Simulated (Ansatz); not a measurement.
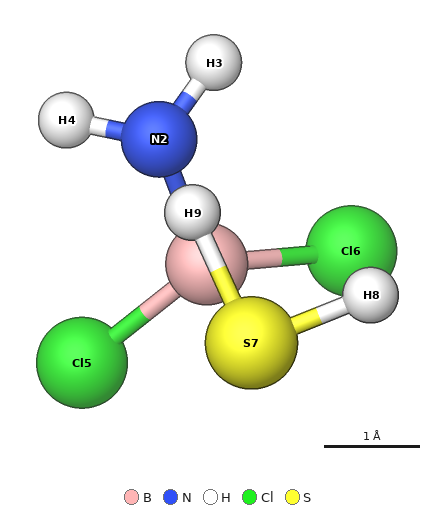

The structure (ball-and-stick view, seen at a tilt; atoms are numbered from 1 in the order of the input).

Run report: BNH4SCl2, frequency calculation

- system: BNH4SCl2
- method: RKS PBE0-D4/def2-SVP (Ansatz 0.2.0)

It belongs to a series of runs on one base structure; here: vibrations at the highest image of the band. Figures and captions count atoms from 1; the log counts them from 0 in places.

### What the program printed
```
Engine: ansatz 0.2.0, aarch64-unknown-linux-gnu
Functional definition: PBE0
  parameter a = 0.25
  parameter kappa = 0.804
  parameter beta = 0.06672455060314922
  exchange = (1 - a)*pbe_x(kappa = kappa, mu = beta*pi^2/3) + a*exact_x
  correlation = pbe_c(beta = beta)
1073 factors; integrals over basis functions are off by at most 4.5e-4 eV
mean field evaluation 1: about -38083.4529 eV, gradient 4.5e1 eV
mean field evaluation 2: about -38078.6988 eV, gradient 6.3e1 eV
mean field evaluation 4: about -38087.4262 eV, gradient 2.2e0 eV
mean field evaluation 8: about -38087.4981 eV, gradient 7.6e-2 eV
mean field evaluation 16: about -38087.4981 eV, gradient 7.0e-5 eV
mean field -38087.49813844 eV, -1399.6897399543 hartree, gradient 7.0e-5 eV, S^2 0.000000; 0 other end points of the search recorded, 0 dependent functions left out
the calculation of the forces begins
reference -38087.49816022 eV, -1399.6897407545 hartree; 33, 33 occupied and 69, 69 virtual orbitals, 1073 factors
these checks for a lower state are left out or cut short: stability, starts, cluster_reference, orbital_swaps, neighbouring_geometries, increment
1073 factors; integrals over basis functions are off by at most 4.5e-4 eV
mean field -38087.49806709 eV, -1399.6897373321 hartree, gradient 2.4e-6 eV, S^2 0.000000; 0 other end points of the search recorded, 0 dependent functions left out
[... from here on the field's lines of each further geometry are left out, up to the last ...]
the calculation of the forces begins
reference -38087.49813380 eV, -1399.6897397836 hartree; 33, 33 occupied and 69, 69 virtual orbitals, 1073 factors
these checks for a lower state are left out or cut short: stability, starts, cluster_reference, orbital_swaps, neighbouring_geometries, increment
1073 factors; integrals over basis functions are off by at most 4.5e-4 eV
mean field -38087.49811250 eV, -1399.6897390009 hartree, gradient 2.5e-6 eV, S^2 0.000000; 0 other end points of the search recorded, 0 dependent functions left out
the calculation of the forces begins
reference -38087.49813427 eV, -1399.6897398011 hartree; 33, 33 occupied and 69, 69 virtual orbitals, 1073 factors
WARN: phonons: modes at or below zero, which the zero-point energy, F, S and C_V leave out: 1, the lowest at -952.73 cm⁻¹. A minimum has none, and a first-order saddle one
Total energy: -38087.74072064 eV, -1399.6986546855 hartree
Atom 0 at    -0.106098     0.254070     0.243415 Å, force     0.006728    -0.007613    -0.006627 eV/Å
Atom 1 at    -0.084521     0.070137     1.752972 Å, force    -0.004586     0.016683     0.006295 eV/Å
Atom 2 at    -0.843983    -0.501864     2.116691 Å, force     0.001610    -0.006501    -0.000369 eV/Å
Atom 3 at     0.804987    -0.262309     2.120319 Å, force     0.000197    -0.005581     0.000596 eV/Å
Atom 4 at     1.522271     0.129603    -0.520357 Å, force    -0.001751    -0.001313    -0.000951 eV/Å
Atom 5 at    -1.481770    -0.559193    -0.597394 Å, force     0.002271     0.006213     0.001457 eV/Å
Atom 6 at    -0.524934     2.376604     0.381907 Å, force    -0.003272    -0.004115     0.001322 eV/Å
Atom 7 at    -1.869728     2.250255     0.431697 Å, force    -0.002388     0.001872     0.000380 eV/Å
Atom 8 at    -0.329524     1.552898     1.632650 Å, force     0.001190     0.000356    -0.002102 eV/Å
Dipole moment:    -0.226434     0.063427     0.708687 e Å
Vibrations: -952.73 141.54 183.14 203.11 262.35 324.37 429.81 441.37 494.71 597.44 617.10 784.78 825.46 1074.79 1082.37 1298.96 1546.25 1587.08 2714.96 3554.04 3656.51 cm⁻¹, zero-point energy 1.352677 eV
```

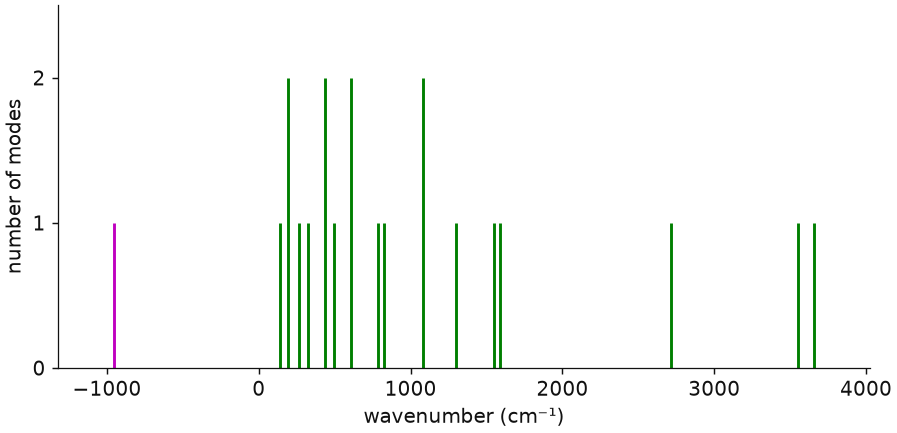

Harmonic vibrational wavenumbers from the force constants; neighbouring modes closer than 21 cm⁻¹ are counted in one stick, and imaginary ones are drawn at negative wavenumbers. 21 modes from 953i to 3657 cm⁻¹, 1 imaginary beyond 8i (953i cm⁻¹): a first-order saddle point, if the geometry is stationary.

The run was set up as follows.

### Input
```yaml
crystal:
  periodic: [false, false, false]
  atoms:
    - { symbol: B, position_ang: [-0.106098, 0.25407, 0.243415] }
    - { symbol: "N", position_ang: [-0.084521, 0.070137, 1.752972] }
    - { symbol: H, position_ang: [-0.843983, -0.501864, 2.116691] }
    - { symbol: H, position_ang: [0.804987, -0.262309, 2.120319] }
    - { symbol: Cl, position_ang: [1.522271, 0.129603, -0.520357] }
    - { symbol: Cl, position_ang: [-1.48177, -0.559193, -0.597394] }
    - { symbol: S, position_ang: [-0.524934, 2.376604, 0.381907] }
    - { symbol: H, position_ang: [-1.869728, 2.250255, 0.431697] }
    - { symbol: H, position_ang: [-0.329524, 1.552898, 1.63265] }
basis:
  gaussian: { orbitals: def2-SVP }
hamiltonian:
  xc: pbe0
  dispersion: d4
phonons: {}
```

Command:
```bash
ansatz run input.yaml --threads 2 --pin off --max-ram 3072MiB --backend cpu --events-out ev --progress --plain --runs-dir out
```

### Summary

- outcome: converged
- total energy: −38087.7407 eV
- mean-field energy: −38087.4982 eV
- largest force (length of the vector): 0.018 eV/Å
- hardware: 2 threads of Arm Neoverse V2, 24 GiB of memory available, shared host
- wall time: 88 s (CPU time 2.9 min)
- peak memory: 0.23 GiB
